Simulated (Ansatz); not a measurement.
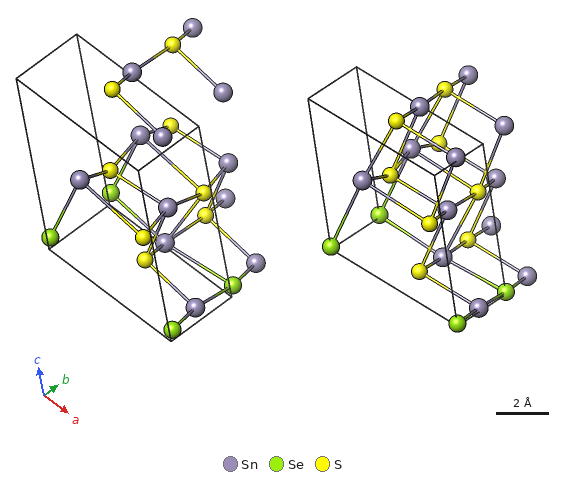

Two geometries of solid Sn4SeS3 (a generated structure, set up in P1) (coarse preliminary run), drawn at one scale. One is the start of a relaxation, the other its converged end. A ball-and-stick model of the cell of the calculation, reduced to other axes, repeated 1 × 2 × 1 with one cell outlined, seen slightly off an axis. Lengths and directions refer to the drawn axes.

All numbers below come from DFT PBE, scalar-relativistic, plane waves, PAW (Ansatz 0.2.0). (plane-wave cutoff 420 eV; k-point mesh 4 × 4 × 4; occupations gaussian; smearing width 0.2 eV; no spin polarisation; cell and atoms relaxed; force threshold 0.025 eV/Å; at most 60 steps)

> Which one is relaxed?

The left one is the relaxed one. After 16 accepted moves (20 points after the start) the energy has fallen by 0.374 eV per cell of the calculation. Largest force component: 0.45 eV/Å at the start, 0.0094 eV/Å at the end. The pressure goes from 1.29 to −0.01 GPa. The line search rejected the trial steps at points 4, 7 of the run. The SCF was repeated twice at an unchanged geometry on a basis and grid sized afresh for the cell, which shifted the energy by 13.8 meV per cell of the calculation at most. The atom that moves furthest relative to the cell is an S atom (0.64 Å along [1 −3 −2]). By element the largest moves are S 0.64 Å, Sn 0.53 Å, Se 0.39 Å. The volume changes by +3.8 %, with a 5.874 → 6.000 Å (+2.1 %), b 5.918 → 5.983 Å (+1.1 %), c 7.163 → 7.578 Å (+5.8 %), α 113.0° → 102.2°, β 113.8° → 126.4°, γ 91.7° → 88.9°. Among the contacts that change: S–Sn 2.964 → 3.981 Å, S–Sn 2.780 → 3.732 Å, S–Sn 3.025 → 3.905 Å, Se–Sn 3.163 → 3.818 Å. Bonds break, among them: S–Sn (2.78 → 3.73 Å). Among the angles between lasting bonds that change: Sn–S–Sn 91.9° → 103.0°, Sn–S–Sn 91.2° → 101.8°, Sn–S–Sn 92.5° → 102.3°. The space group stays P1 (No. 1). Cost: 3.3 min on 4 threads of Arm Neoverse V2, with other jobs on the host, peak memory 0.76 GiB.

Limits of the set-up: layers or molecules are held without a dispersion correction, so their spacing is unreliable.
